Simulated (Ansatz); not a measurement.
HfB2, response to strain

The parent structure is HfB2 (space group P6/mmm, No. 191; a = 3.128 Å, c = 3.446 Å; relaxed with 0.1 eV smearing). Axes: x lies along a and z along c of the hexagonal cell.

Strains are applied to the cell and any free atomic positions relax; under biaxial strain the out-of-plane vector relaxes too.

Computed with PBEsol/PAW in Ansatz (a quantum-chemistry and plane-wave program), no spin-orbit coupling.

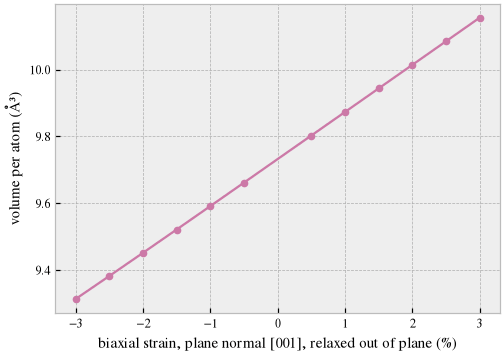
Figure: Volume per atom against biaxial strain, plane normal [001], relaxed out of plane

```tsv
biaxial strain, plane normal [001], relaxed out of plane (%)	volume per atom
-3	9.31 Å³
-2.5	9.38 Å³
-2	9.45 Å³
-1.5	9.52 Å³
-1	9.59 Å³
-0.5	9.66 Å³
0.5	9.80 Å³
1	9.87 Å³
1.5	9.94 Å³
2	10.01 Å³
2.5	10.08 Å³
3	10.16 Å³
```

No phonon test of stability was made. The final runs are not spin-polarised.
